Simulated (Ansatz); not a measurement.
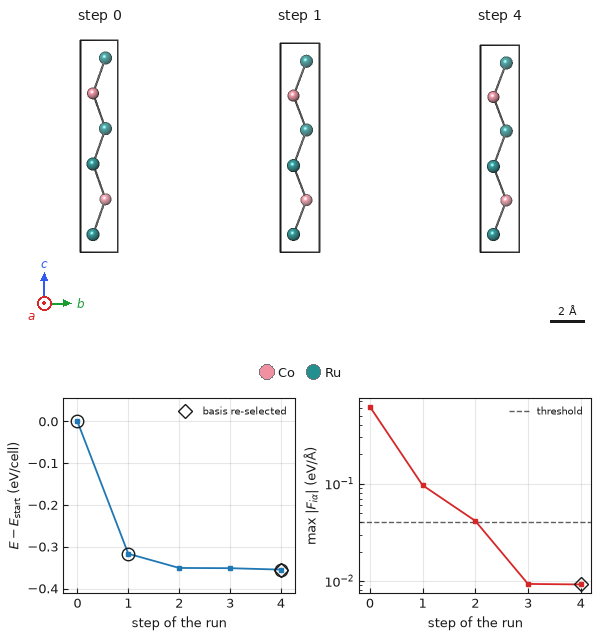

Frames of a relaxation of solid CoRu2 (a generated structure, set up in P6_3/mmc) (coarse preliminary run), marked on the history of the run. A ball-and-stick model of the cell of the calculation, seen along the a axis.

Method: DFT PBE, scalar-relativistic, plane waves, PAW (Ansatz). Settings: plane-wave cutoff 420 eV; k-point mesh 6 × 6 × 2; occupations gaussian; smearing width 0.1 eV; collinear spin; cell and atoms relaxed; force threshold 0.04 eV/Å; at most 70 steps.

Q: Describe the path.

A: Over 3 accepted moves (4 points after the start) the energy falls by 0.355 eV per cell of the calculation. Largest force component: 0.62 eV/Å at the start, 0.0092 eV/Å at the end. Pressure: 15.29 GPa at the start and 0.08 GPa at the end. At 1 point the geometry stayed and the basis and grid were re-selected for the new cell (energy shift of 3.4 meV per cell of the calculation at most each time). The largest moves relative to the cell, 0.026 Å, are those of Ru atoms. Co stays in place. The drawn cell changes as follows: a = b 2.597 → 2.684 Å (+3.4 %), c 12.738 → 12.442 Å (−2.3 %); the volume changes by +4.4 %. Among the contacts that change: Ru–Ru 2.597 → 2.684 Å, Co–Co 2.597 → 2.684 Å, Ru–Ru 2.599 → 2.631 Å, Co–Ru 2.599 → 2.568 Å. The space group stays P6_3/mmc (No. 194). From step 0 to 1: Ru atoms move most (0.03 Å), volume +6.8 %, energy −0.317 eV per cell of the calculation. From step 1 to 4: volume −2.2 %, energy −38.1 meV per cell of the calculation.

Limits of the set-up: the k-point mesh is coarse for a cell with partly filled bands.
